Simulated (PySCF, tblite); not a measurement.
# C6H9ClO2Si: geometry, infrared bands and NMR shifts

Wanted: the infrared bands and NMR shifts of C6H9ClO2Si (`CO[SiH2]C(=O)C#CCCCl`), by calculation.

Programs: tblite 0.8.0 and PySCF 2.14.0, with density-fitted response routines of our own. Each step states its level of theory. These are calculated values for one molecule in the gas phase, unless marked as measured. Atoms count from 0, in the outputs and in this text.

## 1. The starting structure

19 atoms, charge 0, multiplicity 1; geometry from: force field or distance geometry start.

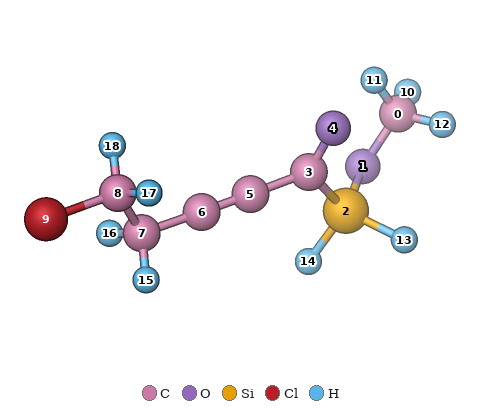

As it starts; carbon pink, oxygen purple, silicon amber, chlorine red, hydrogen blue, atoms numbered.

## 2. Geometry optimisation with GFN2-xTB

Job settings and geometry (Å):

```
{"job": {"kind": "relax", "xc": "GFN2-xTB", "basis": "xTB"}, "charge": 0, "multiplicity": 1}
C     -4.074200    -0.406600     0.887200
O     -3.280300    -1.271000     0.100600
Si    -2.128000    -0.598100    -0.906200
C     -0.914400     0.571200    -0.099100
O     -1.313000     1.545200     0.528000
C      0.486900     0.265000    -0.202800
C      1.669400     0.036900    -0.283500
C      3.117700    -0.235600    -0.365100
C      3.917700     0.774100     0.432900
Cl     5.651300     0.432100     0.317100
H     -4.822900    -1.013700     1.420200
H     -3.487600     0.124600     1.637400
H     -4.633100     0.310500     0.269000
H     -2.879100     0.104200    -1.994100
H     -1.436900    -1.709200    -1.586000
H      3.417000    -0.216000    -1.409100
H      3.312600    -1.249200     0.005300
H      3.747000     1.788900     0.061200
H      3.639900     0.756100     1.498000
```

Command:

```bash
> OMP_NUM_THREADS=1 python probes_run.py task.json out
```

One launch serves the whole session: the jobs run in the order shown.

The log of the run:

```text
step      E/eV     max force
  0    -865.13488    2.608
  1    -865.25513    1.394
  2    -865.26344    2.669
  3    -865.30250    0.778
  4    -865.31375    0.645
  5    -865.32589    0.387
  6    -865.35359    0.271
  7    -865.36132    0.292
  8    -865.37669    0.255
  9    -865.38490    0.245
 10    -865.39156    0.195
 11    -865.39428    0.135
 12    -865.39607    0.126
 13    -865.39762    0.143
 14    -865.39941    0.142
 15    -865.40124    0.155
 16    -865.40298    0.108
 17    -865.40451    0.111
 18    -865.40591    0.109
 19    -865.40723    0.094
 20    -865.40845    0.091
 21    -865.40940    0.071
 22    -865.41012    0.063
 23    -865.41079    0.064
 24    -865.41159    0.075
 25    -865.41251    0.079
 26    -865.41336    0.070
 27    -865.41399    0.059
 28    -865.41448    0.059
 29    -865.41498    0.061
 30    -865.41557    0.061
 31    -865.41616    0.057
 32    -865.41664    0.047
 33    -865.41705    0.043
 34    -865.41748    0.051
 35    -865.41794    0.056
 36    -865.41835    0.042
 37    -865.41865    0.035
 38    -865.41887    0.028
 39    -865.41906    0.033
 40    -865.41926    0.041
 41    -865.41950    0.045
 42    -865.41977    0.046
 43    -865.42005    0.044
 44    -865.42033    0.037
 45    -865.42060    0.034
 46    -865.42086    0.033
 47    -865.42110    0.029
 48    -865.42135    0.037
 49    -865.42165    0.042
 50    -865.42206    0.049
 51    -865.42266    0.063
 52    -865.42342    0.070
 53    -865.42415    0.065
 54    -865.42469    0.045
 55    -865.42509    0.041
 56    -865.42540    0.034
 57    -865.42569    0.043
 58    -865.42590    0.036
 59    -865.42601    0.025
 60    -865.42614    0.021
 61    -865.42623    0.027
 62    -865.42636    0.031
 63    -865.42653    0.038
 64    -865.42673    0.032
 65    -865.42689    0.028
 66    -865.42702    0.029
 67    -865.42716    0.028
 68    -865.42731    0.030
 69    -865.42745    0.027
 70    -865.42756    0.025
 71    -865.42765    0.024
 72    -865.42777    0.032
 73    -865.42794    0.036
 74    -865.42816    0.033
 75    -865.42839    0.031
 76    -865.42862    0.033
 77    -865.42888    0.035
 78    -865.42914    0.034
 79    -865.42935    0.034
 80    -865.42947    0.029
 81    -865.42960    0.029
 82    -865.42972    0.026
 83    -865.42997    0.018
 84    -865.43009    0.020
 85    -865.43018    0.020
 86    -865.43023    0.020
 87    -865.43029    0.015
 88    -865.43033    0.012
 89    -865.43036    0.012
 90    -865.43037    0.008
```

Run time: 1.6 s. Hardware: 1 thread of Arm Neoverse N1, shared host; peak memory 0.18 GiB.

Relaxation path: (not every step is listed)

| step | energy from step 0 (eV) | largest force (eV/Å) |
| --- | --- | --- |
| 0 | 0.0000 | 2.6082 |
| 1 | -0.1203 | 1.3936 |
| 2 | -0.1286 | 2.6694 |
| 3 | -0.1676 | 0.7784 |
| 4 | -0.1789 | 0.6450 |
| 5 | -0.1910 | 0.3873 |
| 6 | -0.2187 | 0.2714 |
| 7 | -0.2264 | 0.2916 |
| 8 | -0.2418 | 0.2546 |
| 15 | -0.2664 | 0.1547 |
| 22 | -0.2752 | 0.0634 |
| 29 | -0.2801 | 0.0613 |
| 36 | -0.2835 | 0.0417 |
| 43 | -0.2852 | 0.0437 |
| 50 | -0.2872 | 0.0486 |
| 57 | -0.2908 | 0.0433 |
| 64 | -0.2919 | 0.0324 |
| 71 | -0.2928 | 0.0240 |
| 78 | -0.2943 | 0.0341 |
| 85 | -0.2953 | 0.0202 |
| 86 | -0.2954 | 0.0197 |
| 87 | -0.2954 | 0.0148 |
| 88 | -0.2955 | 0.0122 |
| 89 | -0.2955 | 0.0116 |
| 90 | -0.2955 | 0.0081 |

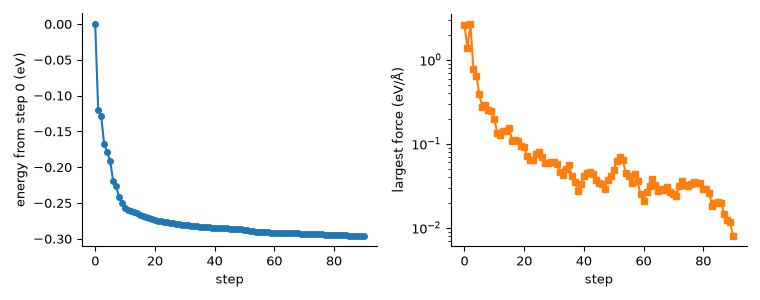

Energy and largest force along the relaxation.

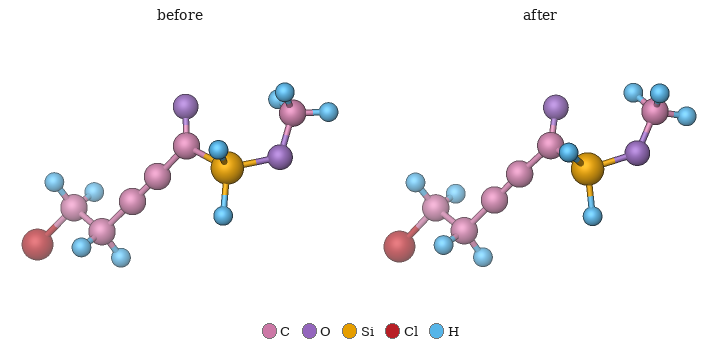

Before and after, at one scale.

Close pairs (by a distance rule), those that changed most:

| bond | before (Å) | after (Å) | change (Å) |
| --- | --- | --- | --- |
| Si2–C3 | 1.869 | 1.939 | +0.071 |
| O1–Si2 | 1.672 | 1.612 | -0.059 |
| Si2–H13 | 1.497 | 1.465 | -0.031 |
| C6–C7 | 1.476 | 1.446 | -0.030 |
| Si2–H14 | 1.475 | 1.452 | -0.023 |
| C8–Cl9 | 1.771 | 1.786 | +0.015 |
| C3–C5 | 1.438 | 1.424 | -0.014 |
| C8–H18 | 1.101 | 1.090 | -0.011 |

The final coordinates are the input of the step that follows.

## 3. Harmonic vibrations with GFN2-xTB

Job settings and geometry (Å):

```
{"job": {"kind": "ir", "xc": "GFN2-xTB", "basis": "xTB"}, "charge": 0, "multiplicity": 1}
C     -4.135437    -0.374851     0.841514
O     -3.297357    -1.084572    -0.031928
Si    -2.102917    -0.597768    -0.999427
C     -0.901156     0.525034     0.027983
O     -1.380951     1.359454     0.775932
C      0.501048     0.311532    -0.099395
C      1.673563     0.064246    -0.238926
C      3.082733    -0.218326    -0.393522
C      3.923042     0.769025     0.411511
Cl     5.658451     0.380862     0.242600
H     -4.521563    -1.079905     1.578789
H     -3.588938     0.421125     1.349018
H     -4.969715     0.061456     0.287715
H     -2.547308     0.235024    -2.120399
H     -1.493464    -1.870137    -1.342315
H      3.347742    -0.159447    -1.452832
H      3.277966    -1.238822    -0.051906
H      3.782989     1.788943     0.053633
H      3.681470     0.716377     1.472938
```

The log of the run:

```text
mode    cm-1     km/mol
  1      12.3      0.55
  2      22.5      0.36
  3      38.9      0.03
  4      55.5      4.14
  5      93.1      5.48
  6     105.2      1.67
  7     122.1      0.12
  8     139.1      1.73
  9     152.9     11.07
 10     213.4      1.35
 11     250.3      1.86
 12     294.8     19.99
 13     327.2      2.54
 14     388.4      5.21
 15     431.5     27.19
 16     463.8     33.05
 17     578.4     80.72
 18     604.9      4.86
 19     611.5     12.12
 20     719.1    117.59
 21     740.6     16.48
 22     744.4    245.40
 23     773.1      8.07
 24     790.1    292.75
 25     904.3     14.36
 26     976.9      3.33
 27    1046.1      1.46
 28    1100.1      1.75
 29    1128.0      1.14
 30    1139.7     55.19
 31    1163.0    193.48
 32    1184.6      2.80
 33    1221.1     12.19
 34    1225.0      2.45
 35    1304.3     12.54
 36    1414.8      5.85
 37    1428.2     12.28
 38    1441.1      0.86
 39    1474.8      5.12
 40    1478.0      3.90
 41    1665.8    292.19
 42    2234.3    286.87
 43    2314.5    168.83
 44    2363.5    235.30
 45    2952.9      3.56
 46    2963.3     39.03
 47    2966.2     11.72
 48    2986.2     12.16
 49    2987.5      5.02
 50    2989.5      5.18
 51    2991.4     26.52
```

Run time: 1.7 s. Hardware: 1 thread of Arm Neoverse N1, shared host; peak memory 0.18 GiB.

The strongest bands and the atoms that carry them (share of the mass-weighted mode):

| cm⁻¹ | km/mol | atoms |
| --- | --- | --- |
| 719 | 117.6 | H13 46 %, H14 27 % |
| 744 | 245.4 | H13 50 %, H14 39 % |
| 790 | 292.8 | Si2 38 %, O1 19 %, C0 16 %, H14 11 % |
| 1163 | 193.5 | O1 51 %, C0 25 %, H10 10 % |
| 1666 | 292.2 | C3 59 %, O4 40 % |
| 2234 | 286.9 | H13 97 % |
| 2314 | 168.8 | C6 51 %, C5 47 % |
| 2364 | 235.3 | H14 97 % |

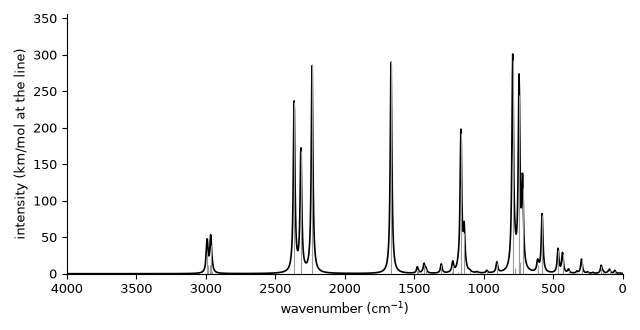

The infrared spectrum from these modes, unscaled. Lines are broadened to a width of 14 cm⁻¹ (Lorentzian).

## 4. Nuclear shieldings: PBE0/pcSseg-1

Same as in step 3 but for these lines:

```diff
@@ -1,2 +1,2 @@
-{"job": {"kind": "ir", "xc": "GFN2-xTB", "basis": "xTB"}, "charge": 0, "multiplicity": 1}
+{"job": {"kind": "nmr", "xc": "PBE0", "basis": "pcSseg-1"}, "charge": 0, "multiplicity": 1}
 C     -4.135437    -0.374851     0.841514
```

Level: GIAO PBE0/pcSseg-1 NMR shielding, non-relativistic, gas phase.

The log of the run:

```text
coarse grid: 17520 points
cycle   1  E = -1133.0744126688  dE =  1.420e+00  |g| = 9.888e-01  |ddm| = 4.393e+00
cycle   2  E = -1132.4413406177  dE =  6.331e-01  |g| = 2.020e+00  |ddm| = 3.538e+00
cycle   3  E = -1133.2524330944  dE = -8.111e-01  |g| = 2.551e-01  |ddm| = 2.862e+00
cycle   4  E = -1133.2633802990  dE = -1.095e-02  |g| = 1.418e-01  |ddm| = 4.384e-01
cycle   5  E = -1133.2670127956  dE = -3.632e-03  |g| = 3.084e-02  |ddm| = 1.505e-01
cycle   6  E = -1133.2671792927  dE = -1.665e-04  |g| = 1.343e-02  |ddm| = 4.912e-02
cycle   7  E = -1133.2672163517  dE = -3.706e-05  |g| = 5.598e-03  |ddm| = 1.456e-02
cycle   8  E = -1133.2672230968  dE = -6.745e-06  |g| = 1.416e-03  |ddm| = 5.446e-03
final grid: 161688 points
cycle   9  E = -1133.3477586335  dE = -1.668e-05  |g| = 1.503e-02  |ddm| = 7.445e-02
cycle  10  E = -1133.3476413021  dE =  1.173e-04  |g| = 2.847e-02  |ddm| = 4.273e-02
cycle  11  E = -1133.3477996796  dE = -1.584e-04  |g| = 3.842e-03  |ddm| = 3.055e-02
cycle  12  E = -1133.3478025931  dE = -2.913e-06  |g| = 6.675e-04  |ddm| = 3.326e-03
cycle  13  E = -1133.3478026652  dE = -7.212e-08  |g| = 2.161e-04  |ddm| = 7.602e-04
cycle  14  E = -1133.3478026743  dE = -9.138e-09  |g| = 9.328e-05  |ddm| = 2.407e-04
cycle  15  E = -1133.3478026761  dE = -1.805e-09  |g| = 3.354e-05  |ddm| = 1.084e-04
cycle  16  E = -1133.3478026764  dE = -2.474e-10  |g| = 5.776e-06  |ddm| = 3.296e-05
converged SCF energy = -1133.3478026764

GIAO shielding tensors (ppm)
atom      isotropic    diamagn.    paramagn.     s11        s22        s33       span
  0 C      133.322     242.864    -109.541    105.669    108.776    185.522     79.852
  1 O      340.682     395.932     -55.250    291.477    344.579    385.989     94.511
  2 Si     399.844     881.533    -481.688    340.525    404.407    454.601    114.076
  3 C      -44.281     259.948    -304.230   -172.480    -58.352     97.988    270.468
  4 O     -547.466     404.122    -951.588  -1525.456   -530.090    413.149   1938.606
  5 C       99.274     252.278    -153.004     11.721     17.685    268.417    256.696
  6 C       76.527     265.615    -189.087     22.478     29.629    177.475    154.997
  7 C      160.273     254.846     -94.573    140.440    158.317    182.061     41.621
  8 C      139.049     242.885    -103.837    110.380    134.554    172.212     61.831
  9 Cl     845.582    1141.084    -295.502    667.231    787.360   1082.155    414.924
 10 H       27.925      27.210       0.715     23.807     25.831     34.137     10.330
 11 H       27.013      30.190      -3.176     21.255     26.956     32.828     11.573
 12 H       27.960      26.322       1.638     24.034     25.621     34.226     10.192
 13 H       26.880      30.095      -3.214     23.780     25.798     31.064      7.283
 14 H       26.882      31.095      -4.213     23.232     25.981     31.434      8.202
 15 H       28.781      30.126      -1.346     23.595     29.479     33.268      9.673
 16 H       28.767      30.951      -2.185     23.567     29.570     33.164      9.597
 17 H       28.077      27.577       0.500     22.159     28.482     33.590     11.432
 18 H       28.072      27.909       0.163     22.052     28.499     33.665     11.614
```

Run time: 1.9 min. Hardware: 1 thread of Arm Neoverse N1, shared host; peak memory 1 GiB.

Shifts follow as δ = σ(reference) − σ, with reference shieldings (ppm) from runs at the same level and on the same kind of geometry: 1H TMS 31.72, 13C TMS 186.9, 29Si TMS 349.2, 17O H2O 336.1, 35Cl HCl 950. The references are single molecules in the gas phase, so shifts against H2O, NH3, PH3, H3PO4 or CFCl3 are not on the usual liquid scales and can be off by tens of ppm. Atoms listed in one row are averaged.

| atoms | environment | σ (ppm) | δ (ppm) | δ scaled to CDCl3 |
| --- | --- | --- | --- | --- |
| C3 | carbonyl carbon | -44.3 | 231.2 | 223.7 |
| C6 | alkyne carbon | 76.5 | 110.4 | 105.8 |
| C5 | alkyne carbon | 99.3 | 87.7 | 83.6 |
| C0 | methyl carbon bonded to O | 133.3 | 53.6 | 50.4 |
| C8 | sp3 CH2 bonded to Cl | 139.0 | 47.9 | 44.8 |
| C7 | propargylic sp3 CH2 | 160.3 | 26.7 | 24.1 |
| H13, H14 | hydrogen on a silicon bonded to C, O | 26.88 | 4.84 | – |
| H10, H11, H12 | hydrogen on a methyl carbon bonded to O | 27.63 | 4.08 | 3.96 |
| H17, H18 | hydrogen on an sp3 CH2 bonded to Cl | 28.07 | 3.64 | 3.54 |
| H15, H16 | hydrogen on a propargylic sp3 CH2 | 28.77 | 2.94 | 2.88 |
| O4 | carbonyl oxygen | -547.5 | 883.5 | – |
| O1 | oxygen bonded to C, Si | 340.7 | -4.6 | – |
| Si2 | silicon bonded to C, O, 2 H | 399.8 | -50.7 | – |
| Cl9 | chlorine bonded to C | 846 | 104 | – |

The scaled column applies a straight-line fit of computed shieldings to shifts measured in CDCl3, with any fitted terms for Cl, Br or S neighbours (root-mean-square error 0.16 ppm for H, 1.9 ppm for C).

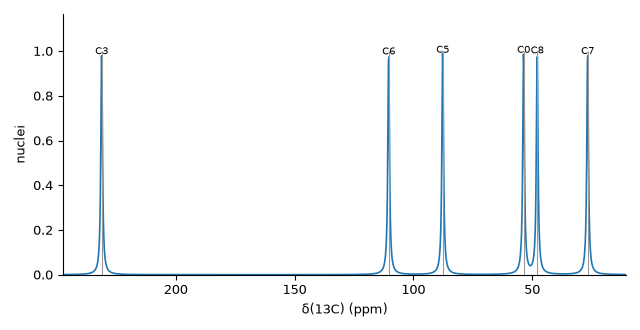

13C lines at the computed shifts, without couplings. Lines are broadened to a width of 0.82 ppm (Lorentzian).

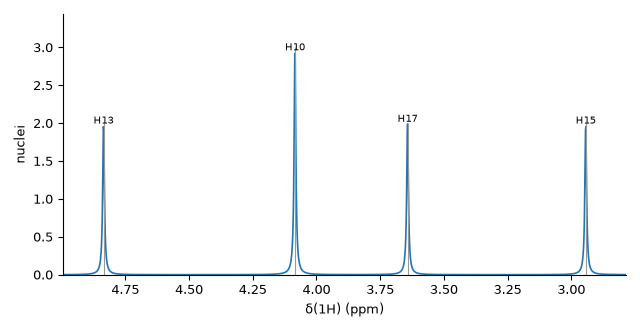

1H lines at the computed shifts, without couplings. Lines are broadened to a width of 0.01 ppm (Lorentzian).

The run also stored atomic charges by several schemes (e):

| atoms | Mulliken | IAO | Hirshfeld | ESP fit |
| --- | --- | --- | --- | --- |
| C0 | -0.02 | -0.20 | -0.03 | -0.16 |
| O1 | -0.63 | -0.64 | -0.23 | -0.32 |
| Si2 | 0.87 | 0.98 | 0.40 | 0.43 |
| C3 | -0.12 | 0.09 | 0.07 | 0.54 |
| O4 | -0.35 | -0.38 | -0.21 | -0.43 |
| C5 | 0.01 | -0.10 | -0.06 | -0.36 |
| C6 | -0.04 | 0.01 | 0.00 | 0.02 |
| C7 | -0.19 | -0.28 | -0.05 | 0.10 |
| C8 | -0.20 | -0.23 | -0.02 | -0.27 |
| Cl9 | -0.15 | -0.11 | -0.07 | -0.16 |

Mulliken charges:

C0 -0.02; O1 -0.63; Si2 0.87; C3 -0.12; O4 -0.35; C5 0.01; C6 -0.04; C7 -0.19; C8 -0.20; Cl9 -0.15; H10 0.12; H11 0.12; H12 0.10; H13 -0.11; H14 -0.12; H15 0.17; H16 0.18; H17 0.18; H18 0.18

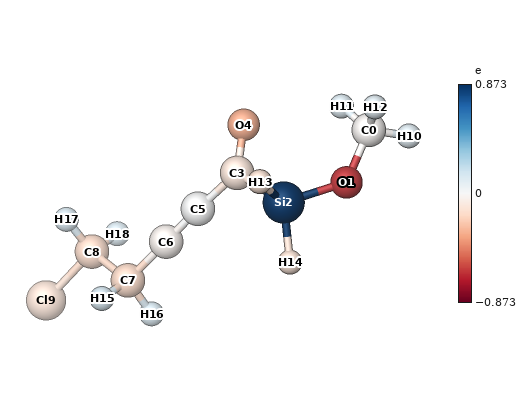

Mulliken charges, as colours on the atoms.

Mayer bond orders: C0–O1 0.87, O1–Si2 1.03, Si2–C3 0.77, C3–O4 1.86, C3–C5 1.07, C5–C6 2.19, C6–C7 1.18, C7–C8 1.02, C8–Cl9 0.99.

## 5. Outcome

| quantity | value |
| --- | --- |
| strongest single infrared mode (GFN2-xTB) | 790 cm⁻¹, 293 km/mol |
| zero-point energy (GFN2-xTB) | 82.5 kcal/mol |
| 13C shifts against TMS (PBE0/pcSseg-1) | 231.2, 110.4, 87.7, 53.6, 47.9, 26.7 ppm |
| 1H shifts against TMS (PBE0/pcSseg-1, means over atoms taken as alike) | 4.84, 4.08, 3.64, 2.94 ppm |
| 17O shifts against H2O (PBE0/pcSseg-1) | 883.5, -4.6 ppm |
| 29Si shifts against TMS (PBE0/pcSseg-1) | -50.7 ppm |
| 35Cl shifts against HCl (PBE0/pcSseg-1) | 104 ppm |

The optimisation took 90 steps and gained 0.295 eV; among the close pairs (by a distance rule), Si2–C3 changed most, from 1.869 to 1.939 Å. All 51 modes are real, so the xTB geometry is a minimum. The strongest single mode, at 790 cm⁻¹, moves mainly Si2, O1 and C0. GFN2-xTB is a fitted tight-binding method: band positions and strengths are rough. Its intensities can rank the bands wrongly. At PBE0/pcSseg-1: The largest span, 1939 ppm, is at O4, where the paramagnetic term is -952 ppm.
